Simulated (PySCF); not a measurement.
**C3H6AlCl2N: density, localisation and related maps**

Input

```
{"job": {"kind": "nmr", "xc": "PBE0", "basis": "pcSseg-1"}, "charge": 0, "multiplicity": 1}
C      3.243041    -0.561958     1.024410
N      2.135545    -0.363116     0.837689
Al     0.511997     0.585351    -0.249250
Cl     1.266816     2.370988     0.452044
C     -1.510776     0.695008    -0.614069
C     -1.892916    -0.693927    -0.134840
Cl    -0.595748    -1.176266     1.000119
H      4.270959    -0.738900     1.202264
H      1.205398    -0.202945    -1.389822
H     -1.892150     0.839310    -1.628742
H     -2.034369     1.442120     0.002498
H     -1.880222    -1.430630    -0.935657
H     -2.831962    -0.764549     0.415629
```

Run with:

```sh
OMP_NUM_THREADS=1 python probes_run.py task.json out
```

Geometry: GFN2-xTB.

Theory: PySCF 2.14.0, PBE0/pcSseg-1, SCF density, gas phase, non-relativistic.

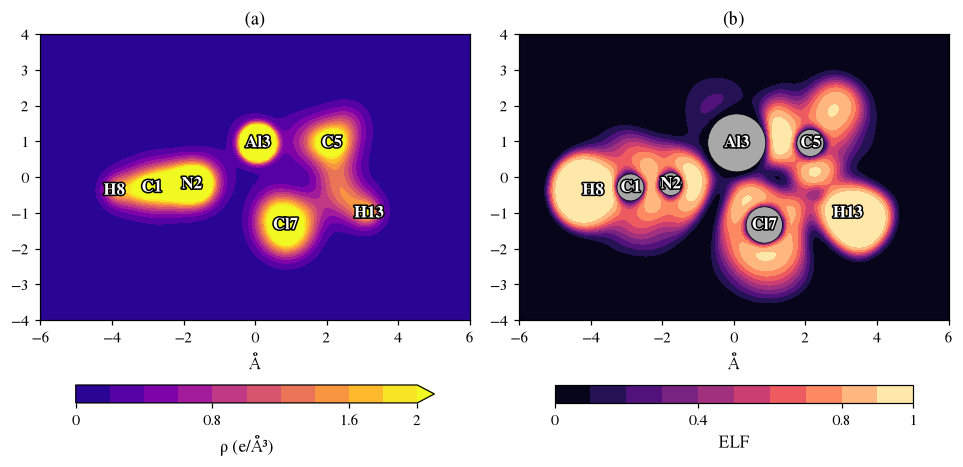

Figure 1. (a) total electron density; (b) electron localisation function on the plane of atoms N2, Al3 and C5. Grey discs cover the atomic cores in the ELF map.

Question: Read the bonding off the picture.

Answer:
- The plane passes through C, N, Al, Cl and H nuclei.
- C–N (1.14 Å): ρ at the midpoint is about 3.6 e/Å³; the ELF peaks at about 0.85 between the atoms (a short, multiple covalent bond).
- C–Al (2.06 Å): ρ at the midpoint is about 0.63 e/Å³; the ELF peaks at about 0.95 between the atoms; a polar covalent bond.
- Al–N (2.17 Å): ρ is about 0.31 e/Å³ halfway; the ELF peaks at about 0.95 in the valence shell of N, 0.7 Å from its nucleus, and is about 0.45 at the midpoint.
- C–H (1.06 Å): ρ is about 2.2 e/Å³ halfway; the ELF climbs to about 1 towards the hydrogen, as it does in any bond to H: an ordinary covalent bond to hydrogen.
- The ELF also peaks beside Cl7, away from the bonds: lone-pair regions.

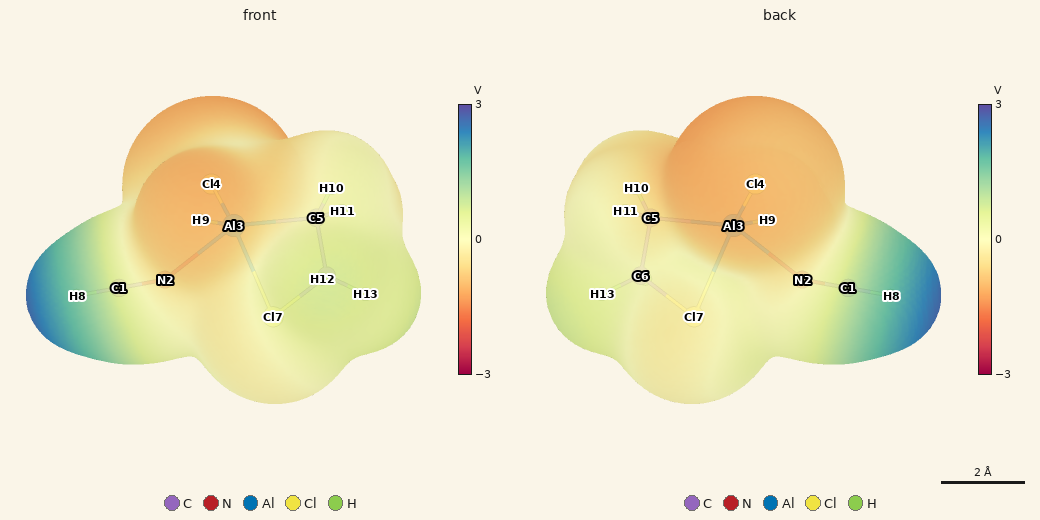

Figure 2. The electrostatic potential painted on the density surface at 0.001 e/bohr³, seen from the front and from behind; the colour scale runs from red (negative) to blue (positive).

Question: Describe the electrostatic potential map.

Answer: The most negative region (about −1.2 V, or −28 kcal/mol for a unit charge) lies over Cl4, the most positive (about +2.6 V, or +60 kcal/mol for a unit charge) over H8.

Question: How polar is the molecule by this calculation?

Answer: Its dipole moment is 4.65 D.
